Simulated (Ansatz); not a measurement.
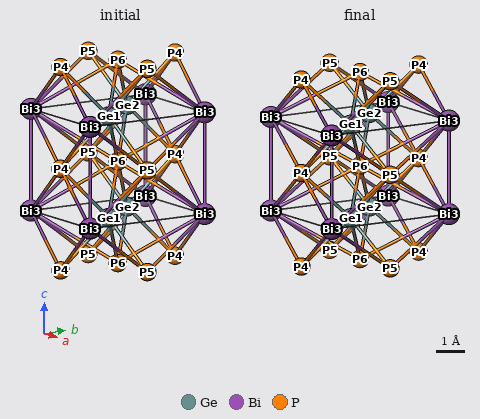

The structure of solid Ge$_{2}$BiP$_{3}$ (a generated structure, set up in P6/mmm) before (left) and after (right) a relaxation, at one scale.

A ball-and-stick model of the cell of the calculation, seen slightly off an axis.

Computed with DFT PBE, scalar-relativistic, plane waves, PAW (Ansatz 0.2.0).

Input
```yaml
crystal:
  lattice:
    - [6.33924051, 0.0, 0.0]
    - [-3.16962025, 5.48994332, 0.0]
    - [0.0, 0.0, 3.67309627]
  atoms:
    - { symbol: Ge, position: [0.66666667, 0.33333333, 0.0] }
    - { symbol: Ge, position: [0.33333333, 0.66666667, 0.0] }
    - { symbol: Bi, position: [0.0, 0.0, 0.0] }
    - { symbol: P, position: [0.5, 0.0, 0.5] }
    - { symbol: P, position: [0.0, 0.5, 0.5] }
    - { symbol: P, position: [0.5, 0.5, 0.5] }
basis:
  ecutwfc: 420
kpoints:
  mp_grid: { grid: [6, 6, 10] }
hamiltonian:
  xc: pbe
scf:
  occupations: { method: gaussian, width: 0.1 }
output:
  forces: true
  stress: true
  eigenvalues: true
  write_density: true
  write_potential: true
  elf: true
  volumetric_format: npy
relax:
  adjacent_minimum: "off"
  f_tol: 0.01
  max_steps: 80
  cell: { stress_tol: 0.05 }
```

Run as
```bash
ansatz run input.yaml --threads 1 --pin off --max-ram 2048MiB --backend cpu --events-out ev --progress --plain --runs-dir out
```

> Summarise the run.

Over 6 accepted moves (7 points after the start) the energy falls by 43.4 meV per atom. All forces vanish by symmetry, so only the cell relaxes. The pressure goes from −2.58 to 0.01 GPa. The SCF was repeated once at an unchanged geometry on a basis and grid sized afresh for the cell, which shifted the energy by less than 0.05 meV per atom at most. No atom moves by more than 0.005 Å relative to the cell. Cell: a = b 6.339 → 6.499 Å (+2.5 %), c 3.673 → 3.379 Å (−8.0 %). Volume −3.3 %. Among the contacts that change: Bi3–Bi3 3.673 → 3.379 Å, Ge1–P4 2.593 → 2.525 Å. Among the angles between lasting bonds that change: Ge1–P6–Ge1 90.2° → 84.0°, Ge1–P6–Ge2 89.8° → 96.0°, P4–Ge2–P4 90.2° → 84.0°. The space group stays P6/mmm (No. 191).
